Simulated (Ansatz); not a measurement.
BCl (SMILES [B]Cl): where methods fail along a bond

The species is BCl (2 atoms), meant as a singlet with charge 0. As SMILES, `[B]Cl`. The shape is that of a PBE0-D4/def2-TZVP optimisation.

```xyz
2

B     0.0000    0.0000   -0.0697
Cl    0.0000    0.0000    1.6482
```

The B1–Cl2 distance is scanned; the parts on either side stay rigid. Basis STO-3G, 6 core orbitals frozen in the correlated methods; program Ansatz 0.2.0. FCI is exact within this basis and core. Energies in eV from each method's value at 1.718 Å; methods without a U are spin-restricted. The shape above is that at 1.718 Å.

```csv
distance (Å),SVWN5,PBE,B3LYP,CCSD,BCCD(T),CCSDT,FCI
1.579,0.69,0.75,0.73,0.73,0.74,0.74,0.74
1.718,0.00,0.00,0.00,0.00,0.00,0.00,0.00
1.973,0.18,0.09,0.13,0.16,0.15,0.15,0.15
2.147,0.77,0.63,0.69,0.76,0.75,0.74,0.73
2.368,1.69,1.50,1.59,1.71,1.69,1.67,1.66
2.577,2.58,2.34,2.46,2.60,2.60,2.56,2.55
3.157,4.51,4.16,4.40,4.33,4.37,4.35,4.35
3.436,5.09,4.71,5.01,4.69,4.74,4.74,4.74
3.946,5.70,5.30,5.70,4.90,4.96,4.97,4.98
4.295,5.90,5.50,5.95,4.93,4.99,5.00,5.01
```

Departure from the FCI curve at its largest: SVWN5 +0.89 eV at 4.29 Å; PBE +0.49 eV at 4.29 Å; B3LYP +0.94 eV at 4.29 Å; CCSD -0.07 eV at 4.29 Å; BCCD(T) +0.04 eV at 2.58 Å; CCSDT +0.01 eV at 2.58 Å. For the functionals part of the departure is owed to the small basis.

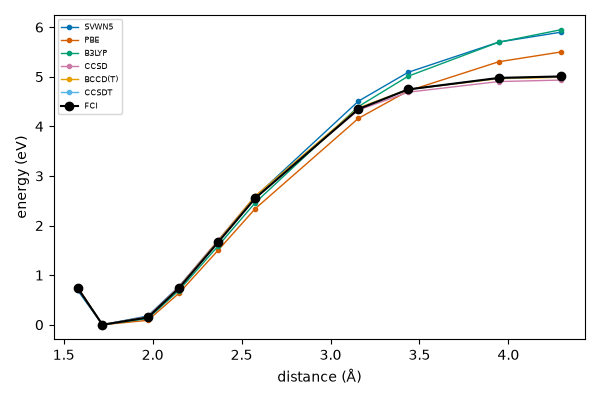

The curves of the table.
